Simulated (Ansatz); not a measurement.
# LiMn2: relaxing a made-up structure

Starting from a made-up structure for LiMn2, the aim is the relaxed cell, its shortest contacts and, where a second run follows, its electronic structure.

Program: Ansatz 0.2.0. Level of theory: DFT, PBEsol, plane-wave PAW, files of the set soft_1, scalar-relativistic, ferromagnetic start, cell and ions relaxed at zero pressure; PAW set soft_1, in the first sound run; inputs show where later runs differ. Results are calculated unless marked as measured.

## 1. The starting structure

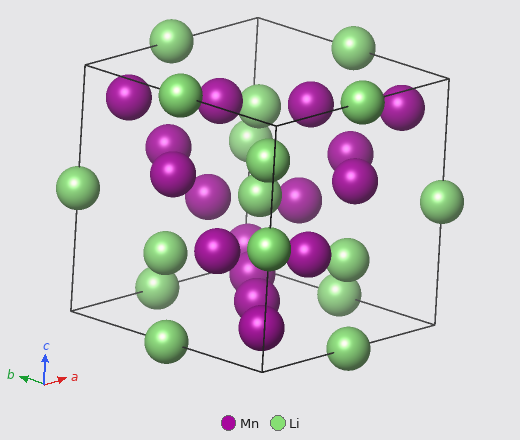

Start, viewed from a free direction; manganese purple, lithium green. This picture shows the conventional cell, with its axes. Some periodic images of atoms are drawn too.

## 2. Relaxation of the guess

The guessed cell has no reason to be at equilibrium. It is relaxed with the atoms, within the space group of the guess.

input.yaml reads:

```yaml
crystal:
  lattice:
    - [0.0, 3.349, 3.349]
    - [3.349, 0.0, 3.349]
    - [3.349, 3.349, 0.0]
  atoms:
    - { symbol: Mn, position: [0.625, 0.125, 0.625], spin: 4.0 }
    - { symbol: Mn, position: [0.625, 0.625, 0.125], spin: 4.0 }
    - { symbol: Mn, position: [0.125, 0.625, 0.625], spin: 4.0 }
    - { symbol: Mn, position: [0.625, 0.625, 0.625], spin: 4.0 }
    - { symbol: Li, position: [0.25, 0.25, 0.25] }
    - { symbol: Li, position: [0.0, 0.0, 0.0] }
magnetization:
  spin_polarized: true
kpoints:
  mp_grid: { grid: [7, 7, 7] }
scf:
  occupations: { method: fermi_dirac, width: 0.05 }
hamiltonian:
  xc: pbesol
  pseudopotentials: { kind: paw, azcp: { folder: soft_1 }, xc_functional: pbe }
relax:
  f_tol: 0.015
  max_steps: 70
  cell: {}
output:
  forces: true
  stress: true
```

Command:

```sh
ansatz run input.yaml --threads 4 --pin off --max-ram 10240MiB --backend cpu --events-out ev --progress --plain --runs-dir out
```

Numbers of over 12 decimals in the logs are rounded to 6 here.

The log of the run:

```text
Engine: ansatz 0.2.0, aarch64-unknown-linux-gnu
Pseudopotentials: kind: paw
Pseudopotential: Mn, paw, valence charge 15, recommended cutoff 420 eV (normal), soft_1/Mn.paw.azcp
Pseudopotential: Li, paw, valence charge 3, recommended cutoff 420 eV (normal), soft_1/Li.paw.azcp
Functional definition: PBEsol
  exchange = pbesol_x
  correlation = pbesol_c
Crystal: 6 atoms, lattice volume = 75.123 Å³
Basis set: ecut = 420 eV, 1459 PW (Γ), exchange–correlation on 64×64×64 points (8 copies of the dense FFT grid, shifted against one another)
Bands: 50, of which v1, the nominal top of the filled ones, is band 33 counted from 1 (32 counted from 0)
Symmetry: 48 space group operations
Space group: Fd-3m (ITA 227), of the structure as read, at distance tolerance 4.2e-5 Å
Magnetic group: BNS 227.128 (UNI 1630), of the structure as read, at distance tolerance 4.2e-5 Å
k-points: 20 of 343
Non-local potential: Mn, projectors of the file, l = 0: 3, l = 1: 2, l = 2: 3, l = 3: 1
Non-local potential: Li, projectors of the file, l = 0: 3, l = 1: 2, l = 2: 1
PAW form: soft (Blöchl's): semilocal exchange-correlation on the pseudo side does not see the compensation charge
PAW frozen core: Mn, regenerated for the run's functional, and the local potential with it (the file was generated under x = pbe(κ = 0.804, μ = 0.219515), c = pbe(β = 0.066725))
PAW one-centre angular grid: Mn, 590 points (default); XC on 64 Gauss nodes
PAW one-centre angular grid: Li, 110 points (default); XC on 64 Gauss nodes
Initial density: superposition of atomic densities (chi_scale 0.1, normalization cell, long waves kept (reshape's long-wave potential 0.00 eV rms))
Starting moments: Σ|m| = 16 μB on 4 of 6 sites
Initial wavefunctions: pseudopotential atomic-orbital guess
Functional: x = pbesol(κ = 0.804, μ = 0.123457), c = pbesol(β = 0.046)
SCF iter   1: F=—  HF=-15873.325203 eV  |F-HF|=—  |Δ(HF+E_count)|=         —  Δρ=9.27e-2 (↑9.27e-2 ↓3.94e-2)  dr2=3.52e0  dr2_m=2.52e0  M=12.745 μB ∫|m|=13.124 μB  β_m=0.30  ethr=3.10e-3  ⟨swp⟩=5.8  Hψ=6855  notcnv=0  defer=13
Mixer restart at iter 1: flushing history
preconditioner: auto → Kerker (q_TF=auto, 2.670 Å⁻¹)  [metal: Δε(μ)=0.003 eV  Ē_g=7.568 eV  σ=0.050 eV  W_gap=0.02  n_scr=26 (ndim 8)  ℏωp=23.5 eV  f_vac=0.000  D(μ)=6.57/eV (n_scr^D=64)]
spin=Collinear: Kerker preconditioning applied to the charge; magnetization (m = ρ↑ − ρ↓) channel mixes plain (no charge-response kernel on spin).
SCF iter   2: F=—  HF=-15872.710081 eV  |F-HF|=—  |Δ(HF+E_count)|=   6.15e-1  Δρ=4.83e-2 (↑4.83e-2 ↓3.91e-2)  dr2=5.52e-1  dr2_m=1.19e0  M=12.550 μB ∫|m|=12.941 μB  β_m=0.48  ethr=3.10e-3  ⟨swp⟩=2.4  Hψ=3366  notcnv=0  defer=190
SCF iter   3: F=—  HF=-15875.040312 eV  |F-HF|=—  |Δ(HF+E_count)|=    2.33e0  Δρ=3.43e-2 (↑2.27e-2 ↓3.43e-2)  dr2=3.10e-1  dr2_m=5.41e-1  M=11.831 μB ∫|m|=12.195 μB  β_m=0.74  ethr=8.37e-4  ⟨swp⟩=2.0  Hψ=3050  notcnv=0  defer=190
SCF iter   4: F=—  HF=-15876.487861 eV  |F-HF|=—  |Δ(HF+E_count)|=    1.45e0  Δρ=3.02e-2 (↑2.15e-2 ↓3.02e-2)  dr2=2.20e-1  dr2_m=4.49e-1  M=10.509 μB ∫|m|=10.844 μB  β_m=0.24  ethr=4.70e-4  ⟨swp⟩=2.0  Hψ=3281  notcnv=0  defer=204
SCF iter   5: F=—  HF=-15881.185677 eV  |F-HF|=—  |Δ(HF+E_count)|=         —  Δρ=1.79e-1 (↑1.79e-1 ↓1.48e-1)  dr2=6.54e-1  dr2_m=1.83e1  M=3.295 μB ∫|m|=3.428 μB  β_m=1.00  ethr=3.34e-4  ⟨swp⟩=2.0  Hψ=2862  notcnv=0  defer=204
Mixer restart at iter 5: flushing history
SCF iter   6: F=—  HF=-15878.248175 eV  |F-HF|=—  |Δ(HF+E_count)|=    2.94e0  Δρ=2.45e-2 (↑2.45e-2 ↓1.55e-2)  dr2=8.16e-1  dr2_m=1.93e-2  M=3.528 μB ∫|m|=3.610 μB  β_m=0.87  ethr=7.58e-5  ⟨swp⟩=3.0  Hψ=4464  notcnv=0  defer=204
SCF iter   7: F=—  HF=-15878.550418 eV  |F-HF|=—  |Δ(HF+E_count)|=   3.02e-1  Δρ=6.34e-2 (↑6.34e-2 ↓1.76e-2)  dr2=1.32e0  dr2_m=1.02e0  M=1.830 μB ∫|m|=1.882 μB  β_m=0.47  ethr=7.58e-5  ⟨swp⟩=3.0  Hψ=5057  notcnv=0  defer=235  recentre
SCF iter   8: F=—  HF=-15877.966619 eV  |F-HF|=—  |Δ(HF+E_count)|=   5.84e-1  Δρ=1.63e-2 (↑1.13e-2 ↓1.63e-2)  dr2=2.47e-2  dr2_m=1.29e-1  M=2.542 μB ∫|m|=2.599 μB  β_m=0.60  ethr=7.58e-5  ⟨swp⟩=3.0  Hψ=4357  notcnv=0  defer=235
SCF iter   9: F=—  HF=-15877.972821 eV  |F-HF|=—  |Δ(HF+E_count)|=   6.20e-3  Δρ=2.24e-2 (↑2.24e-2 ↓1.88e-2)  dr2=1.43e-2  dr2_m=2.88e-1  M=2.679 μB ∫|m|=2.742 μB  β_m=0.05  ethr=3.75e-5  ⟨swp⟩=2.0  Hψ=3799  notcnv=0  defer=233
SCF iter  10: F=—  HF=-15877.944468 eV  |F-HF|=—  |Δ(HF+E_count)|=   2.84e-2  Δρ=1.51e-2 (↑1.51e-2 ↓1.12e-2)  dr2=3.17e-2  dr2_m=1.10e-1  M=2.817 μB ∫|m|=2.886 μB  β_m=0.09  ethr=2.16e-5  ⟨swp⟩=2.4  Hψ=3179  notcnv=0  defer=233
SCF iter  11: F=—  HF=-15878.010299 eV  |F-HF|=—  |Δ(HF+E_count)|=   6.58e-2  Δρ=2.49e-2 (↑2.49e-2 ↓1.92e-2)  dr2=2.00e-2  dr2_m=3.33e-1  M=1.905 μB ∫|m|=1.947 μB  β_m=0.09  ethr=2.16e-5  ⟨swp⟩=2.0  Hψ=3065  notcnv=0  defer=233  recentre
SCF iter  12: F=—  HF=-15877.996409 eV  |F-HF|=—  |Δ(HF+E_count)|=   1.39e-2  Δρ=1.83e-2 (↑1.83e-2 ↓1.28e-2)  dr2=1.78e-2  dr2_m=1.66e-1  M=1.508 μB ∫|m|=1.536 μB  β_m=0.23  ethr=2.16e-5  ⟨swp⟩=2.0  Hψ=2824  notcnv=0  defer=233
SCF iter  13: F=—  HF=-15877.983093 eV  |F-HF|=—  |Δ(HF+E_count)|=   1.33e-2  Δρ=2.54e-3 (↑2.54e-3 ↓1.73e-3)  dr2=9.79e-4  dr2_m=2.78e-3  M=0.803 μB ∫|m|=0.810 μB  β_m=0.62  ethr=2.16e-5  ⟨swp⟩=2.5  Hψ=3726  notcnv=0  defer=233
SCF iter  14: F=—  HF=-15877.981799 eV  |F-HF|=—  |Δ(HF+E_count)|=   1.29e-3  Δρ=1.23e-3 (↑1.23e-3 ↓1.04e-3)  dr2=3.52e-4  dr2_m=8.15e-4  M=0.807 μB ∫|m|=0.814 μB  β_m=0.81  ethr=1.48e-6  ⟨swp⟩=2.0  Hψ=2982  notcnv=0  defer=233
SCF iter  15: F=—  HF=-15877.982169 eV  |F-HF|=—  |Δ(HF+E_count)|=   3.70e-4  Δρ=7.69e-4 (↑7.69e-4 ↓7.45e-4)  dr2=5.72e-5  dr2_m=3.82e-4  M=0.689 μB ∫|m|=0.694 μB  β_m=0.87  ethr=5.34e-7  ⟨swp⟩=2.0  Hψ=2584  notcnv=0  defer=233
SCF iter  16: F=—  HF=-15877.982293 eV  |F-HF|=—  |Δ(HF+E_count)|=   1.25e-4  Δρ=5.01e-4 (↑3.57e-4 ↓5.01e-4)  dr2=1.60e-5  dr2_m=1.25e-4  M=0.591 μB ∫|m|=0.596 μB  β_m=0.94  ethr=8.67e-8  ⟨swp⟩=2.0  Hψ=3146  notcnv=0  defer=233
SCF iter  17: F=—  HF=-15877.982321 eV  |F-HF|=—  |Δ(HF+E_count)|=   2.79e-5  Δρ=7.55e-5 (↑6.79e-5 ↓7.55e-5)  dr2=6.23e-6  dr2_m=7.43e-7  M=0.498 μB ∫|m|=0.502 μB  β_m=0.97  ethr=2.42e-8  ⟨swp⟩=2.0  Hψ=3368  notcnv=0  defer=233
SCF iter  18: F=—  HF=-15877.982315 eV  |F-HF|=—  |Δ(HF+E_count)|=   6.58e-6  Δρ=6.62e-5 (↑5.73e-5 ↓6.62e-5)  dr2=2.47e-7  dr2_m=2.52e-6  M=0.459 μB ∫|m|=0.462 μB  β_m=0.98  ethr=9.43e-9  ⟨swp⟩=2.4  Hψ=3380  notcnv=0  defer=233
[...]
SCF iter  13: F=—  HF=-15878.136360 eV  |F-HF|=—  |Δ(HF+E_count)|=   8.98e-7  Δρ=1.80e-5 (↑1.80e-5 ↓1.70e-5)  dr2=2.38e-9  dr2_m=1.96e-7  M=-0.003 μB ∫|m|=0.003 μB  β_m=0.90  ethr=6.61e-10  ⟨swp⟩=2.0  Hψ=3227  notcnv=0  defer=39
SCF iter  14: F=-15878.136360 eV  HF=-15878.136360 eV  |F-HF|=9.79e-10  |Δ(HF+E_count)|=   2.16e-8  Δρ=1.15e-6 (↑5.02e-7 ↓1.15e-6)  dr2=1.21e-9  dr2_m=1.13e-10  M=-0.000 μB ∫|m|=0.000 μB  ethr=3.61e-12  ⟨swp⟩=1.0  Hψ=6099  notcnv=0
the starting moments were not kept: the SCF closed with an absolute magnetisation of 9.4e-5 μB, where they sum to 16 μB in size (4 sites). That is at most 0.1 of that sum. Measured as dr2_m measures the in/out step, that magnetisation stands 3.1e-9 eV from none, at or under the dr2_threshold of 6.0e-7 eV: it is no larger than a step whose dr2_m would equal this threshold.
SCF 3 converged in 14 iterations: F = -15878.136360 eV  dr2 = 1.21e-9
relax step   3: F+E_penalty+E_count = -15878.13636033 eV  Δ(F+E_penalty+E_count) = -2.086e-2 eV  max|allowed force component| = 2.043e-17 eV/Å  Δτ_max = 0.0000 Å  P = +0.451 GPa  Ω = 69.917 Å³  energy of the carried Pulay correction = +6.987e-3 eV  (14 SCF iters, dr2 threshold 6.00e-7 eV, accepted)
[...]
relax step   4: F+E_penalty+E_count = -15878.13635139 eV  Δ(F+E_penalty+E_count) = +8.941e-6 eV  max|allowed force component| = 1.735e-17 eV/Å  Δτ_max = 0.0000 Å  P = -0.017 GPa  Ω = 70.135 Å³  energy of the carried Pulay correction = +6.685e-3 eV  (12 SCF iters, dr2 threshold 5.08e-7 eV, accepted)
Initial wavefunctions: pseudopotential atomic-orbital guess (no wavefunctions were taken with the density)
iter 1 solved again at ethr=4.60e-8 eV; its pass at ethr=3.10e-3 eV (dr2=3.03e-5 eV) is discarded
SCF iter   1: F=—  HF=-15878.129796 eV  |F-HF|=—  |Δ(HF+E_count)|=         —  Δρ=1.09e-4 (↑1.09e-4 ↓1.08e-4)  dr2=1.95e-5  dr2_m=9.15e-10  M=0.000 μB ∫|m|=0.000 μB  β_m=0.65  ethr=4.60e-8  ⟨swp⟩=3.0  Hψ=12040  notcnv=0
preconditioner: auto → none  [metal: Δε(μ)=0.039 eV  Ē_g=7.076 eV  σ=0.050 eV  W_gap=0.19  n_scr=8 (ndim 8)  ℏωp=24.3 eV  f_vac=0.000  D(μ)=8.83/eV (n_scr^D=136)]
SCF iter   2: F=—  HF=-15878.129789 eV  |F-HF|=—  |Δ(HF+E_count)|=   7.30e-6  Δρ=6.29e-5 (↑6.12e-5 ↓6.29e-5)  dr2=9.02e-6  dr2_m=7.42e-10  M=0.000 μB ∫|m|=0.000 μB  β_m=0.42  ethr=2.96e-8  ⟨swp⟩=2.0  Hψ=2548  notcnv=0
SCF iter   3: F=—  HF=-15878.129793 eV  |F-HF|=—  |Δ(HF+E_count)|=   4.16e-6  Δρ=2.76e-5 (↑2.76e-5 ↓2.67e-5)  dr2=5.19e-7  dr2_m=6.93e-10  M=0.000 μB ∫|m|=0.000 μB  β_m=0.47  ethr=1.37e-8  ⟨swp⟩=2.2  Hψ=2994  notcnv=0
SCF iter   4: F=—  HF=-15878.129797 eV  |F-HF|=—  |Δ(HF+E_count)|=   3.58e-6  Δρ=1.27e-5 (↑1.14e-5 ↓1.27e-5)  dr2=2.87e-7  dr2_m=6.01e-10  M=0.000 μB ∫|m|=0.000 μB  β_m=0.55  ethr=7.87e-10  ⟨swp⟩=1.0  Hψ=2000  notcnv=0
SCF iter   5: F=—  HF=-15878.129799 eV  |F-HF|=—  |Δ(HF+E_count)|=   2.19e-6  Δρ=1.11e-5 (↑9.55e-6 ↓1.11e-5)  dr2=3.00e-7  dr2_m=5.10e-10  M=0.000 μB ∫|m|=0.000 μB  β_m=0.78  ethr=4.34e-10  ⟨swp⟩=2.0  Hψ=2544  notcnv=0
SCF iter   6: F=—  HF=-15878.129801 eV  |F-HF|=—  |Δ(HF+E_count)|=   1.71e-6  Δρ=4.86e-6 (↑3.50e-6 ↓4.86e-6)  dr2=4.94e-8  dr2_m=3.43e-10  M=0.000 μB ∫|m|=0.000 μB  β_m=0.89  ethr=4.34e-10  ⟨swp⟩=2.0  Hψ=3131  notcnv=0
SCF iter   7: F=—  HF=-15878.129801 eV  |F-HF|=—  |Δ(HF+E_count)|=   1.50e-7  Δρ=1.35e-6 (↑1.35e-6 ↓5.27e-7)  dr2=5.44e-10  dr2_m=5.28e-10  M=0.000 μB ∫|m|=0.000 μB  β_m=0.94  ethr=7.49e-11  ⟨swp⟩=2.0  Hψ=3359  notcnv=0
SCF iter   8: F=—  HF=-15878.129801 eV  |F-HF|=—  |Δ(HF+E_count)|=  6.78e-10  Δρ=1.12e-6 (↑1.12e-6 ↓2.56e-7)  dr2=9.16e-10  dr2_m=2.29e-10  M=0.000 μB ∫|m|=0.000 μB  β_m=0.97  ethr=1.00e-12  ⟨swp⟩=1.5  Hψ=2293  notcnv=0
SCF iter   9: F=—  HF=-15878.129801 eV  |F-HF|=—  |Δ(HF+E_count)|=   1.07e-9  Δρ=2.21e-7 (↑2.21e-7 ↓1.05e-7)  dr2=2.26e-11  dr2_m=6.81e-12  M=0.000 μB ∫|m|=0.000 μB  β_m=0.97  ethr=1.00e-12  ⟨swp⟩=2.1  Hψ=3099  notcnv=0
SCF iter  10: F=-15878.129801 eV  HF=-15878.129801 eV  |F-HF|=3.27e-11  |Δ(HF+E_count)|=  2.55e-11  Δρ=1.58e-7 (↑1.58e-7 ↓9.53e-8)  dr2=4.37e-11  dr2_m=7.41e-13  M=0.000 μB ∫|m|=0.000 μB  ethr=1.00e-12  ⟨swp⟩=2.0  Hψ=5454  notcnv=0
the starting moments were not kept: the SCF closed with an absolute magnetisation of 2.9e-5 μB, where they sum to 16 μB in size (4 sites). That is at most 0.1 of that sum.
SCF 5 converged in 10 iterations: F = -15878.129801 eV  dr2 = 4.37e-11
relax step   5: F+E_penalty+E_count = -15878.12980068 eV  Δ(F+E_penalty+E_count) = +6.551e-3 eV  max|allowed force component| = 1.927e-17 eV/Å  Δτ_max = 0.0000 Å  P = -0.029 GPa  Ω = 70.135 Å³  stress off target by 2.90e-2 GPa  SCF on the basis re-selected at this cell (its energy is not comparable with the rows above)  (10 SCF iters)
basis re-selected at this cell: Δ(F+E_penalty+E_count) = +6.551e-3 eV, ΔP = -0.012 GPa vs the last step (what re-selecting the basis moved, of the pressure what is left beyond the Pulay correction that the steps carried, after the strain that the cell walked since its last selection, with what the two solves' SCF thresholds leave and, on support functions, any second-order correction that the steps lacked; it is no m [...]
SCF converged after 10 iterations
Magnetization: 0.0000 μB (33.0000 up, 33.0000 down)
Absolute magnetization: 0.0000 μB (∫|ρ↑−ρ↓|, with the PAW one-centre terms)
Spin contamination: 0.0000 ħ² per cell (⟨S²⟩ above its minimum at these occupations)
Per-site moments (μB) at R_I (Å): [(6.436028385290403e-6, 0.954722), (6.43602838500743e-6, 0.954722), (6.436028384958629e-6, 0.954722), (6.43602838479514e-6, 0.954722), (6.515352696108095e-8, 1.119511), (6.515352677092786e-8, 1.119511)]
Free energy (F): -15878.129801 eV
Harris-Foulkes:  -15878.129801 eV  (|F-HF|=3.27e-11)
Internal energy: -15878.059787 eV  (E = F + TS)
E sigma→0 (E₀):  -15878.094794 eV
Entropy (-TS):   -0.070014 eV (-11.669 meV/atom)
Fermi energy:    12.741527 eV
--- Per-component energies (eV) ---
  E_band       = -1174.120450
  E_kinetic    = 1320.693079
  E_local      = -10255.414883  (includes V_loc(G=0)·N_el)
  E_nonlocal   = 1785.596170
  E_hartree    = 3986.953951
  E_xc         = -456.905272
  E_vxc        = -587.278235  (∫ρ·V_xc dr)
  E_paw        = -5224.590173  (= ΣΔE_a)
  E_vpaw       = -1411.626197  (= ΣTr[D̂ρ^β])
  E_aug_tail   = 0.000889  (compensation charges beyond the density's cutoff)
  E_ewald      = -7035.072151
  E_core_change = 0.678602  (= ΣΔE_core)
  E_smearing   = -0.070014  (= −TS)
  E_closure    = -0.000000  (closes the sum)
  Σ components = -15878.129801   (vs F -15878.129801, Δ=0.00e0)
--- Forces (eV/Å), atoms counted from 1 ---
  atom   1  Mn     0.00000000    -0.00000000    -0.00000000
  atom   2  Mn     0.00000000    -0.00000000    -0.00000000
  atom   3  Mn     0.00000000    -0.00000000    -0.00000000
  atom   4  Mn     0.00000000    -0.00000000     0.00000000
  atom   5  Li    -0.00000000    -0.00000000    -0.00000000
  atom   6  Li     0.00000000     0.00000000     0.00000000
  max |Σ_I F_I| component: 4.05e-18 eV/Å
--- Stress (GPa, compression-positive) ---
       -0.029035       0.000000       0.000000
        0.000000      -0.029035      -0.000000
        0.000000       0.000000      -0.029035
  P = ⅓ Tr σ = -0.0290 GPa (-0.290 kbar)
--- Relaxed structure (4 steps of the walk, 4 accepted, 1 SCFs on fresh bases) ---
  F+E_penalty+E_count = -15878.12980068 eV   max|allowed force component| = 1.927e-17 eV/Å   (the final SCF, on the basis selected at the relaxed cell)
  cell:  # Å, volume = 70.1349 Å³
    - [0, 3.273166, 3.273166]
    - [3.273166, 0, 3.273166]
    - [3.273166, 3.273166, 0]
  atoms:
    - { symbol: Mn, position: [0.625, 0.125, 0.625] }
    - { symbol: Mn, position: [0.625, 0.625, 0.125] }
    - { symbol: Mn, position: [0.125, 0.625, 0.625] }
    - { symbol: Mn, position: [0.625, 0.625, 0.625] }
    - { symbol: Li, position: [0.25, 0.25, 0.25] }
    - { symbol: Li, position: [0, 0, 0] }
```

Wall time 18 s (4 threads of Arm Neoverse V2, shared host); peak memory 0.47 GiB; 64 s of CPU time.

The steps of the relaxation:

| step | energy less that of the first step (eV) | largest force component (eV/Å) | pressure (GPa) | volume (Å³) |
| --- | --- | --- | --- | --- |
| 1 | 0.0000 | 0.0000 | -8.88 | 75.12 |
| 2 | -0.1332 | 0.0000 | -3.41 | 71.83 |
| 3 | -0.1540 | 0.0000 | 0.45 | 69.92 |
| 4 | -0.1540 | 0.0000 | -0.02 | 70.13 |
| 5* | -0.1475 | 0.0000 | -0.03 | 70.13 |

Relaxation steps marked * repeat the geometry before them on a plane-wave basis chosen anew for their cell, so energy and pressure can jump there.

Forces are held to the 48 operations that the run works with; a distortion that breaks them can't arise in this run.

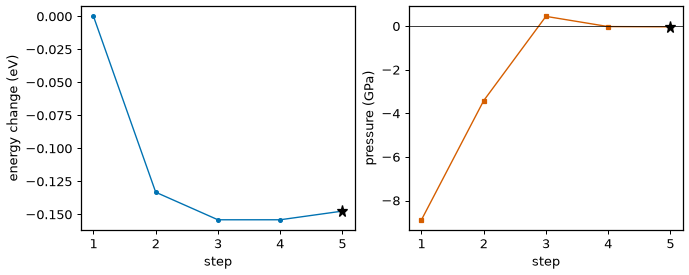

Energy and pressure along the relaxation. Stars mark steps on a basis chosen anew.

```
conventional cell, symmetrised  before  after  change
                         a (Å)   6.698  6.546  -2.3 %
                         b (Å)   6.698  6.546  -2.3 %
                         c (Å)   6.698  6.546  -2.3 %
              volume (Å³/atom)   12.52  11.69  -6.6 %
```

The relaxed structure:

```xyz
6
Lattice="0.0000 3.2732 3.2732 3.2732 0.0000 3.2732 3.2732 3.2732 0.0000" Properties=species:S:1:pos:R:3 pbc="T T T"
Mn    2.4549    4.0915    2.4549
Mn    2.4549    2.4549    4.0915
Mn    4.0915    2.4549    2.4549
Mn    4.0915    4.0915    4.0915
Li    1.6366    1.6366    1.6366
Li    0.0000    0.0000    0.0000
```

Numbers from this step:

```yaml
free_energy: -15878.1298 eV
energy_at_zero_smearing: -15878.0948 eV
smearing_term_ts: 0.07001 eV
fermi_energy: 12.74 eV
electrons: 66
symmetry_operations: 48
pressure: -0.02903 GPa
```

The shortest distance of each pair, which need not be the same contact before and after:

| pair | guess (Å) | relaxed (Å) |
| --- | --- | --- |
| Mn–Mn | 2.368 | 2.314 |
| Li–Mn | 2.777 | 2.714 |
| Li–Li | 2.900 | 2.835 |

The relaxation ends with a pressure of -0.03 GPa. The starting moments have collapsed: the run ends non-magnetic.

[end of part 1 of 2]

[Logs are printed without paths, hosts, clocks, repeated set-up lines and the standing remarks that a program may print on its own settings, such as how far it seeks lower states.]

[Hosts, paths, dates, database ids (printed as entryN), source tags and the programs' standing remarks are cut or masked in the printed files.]
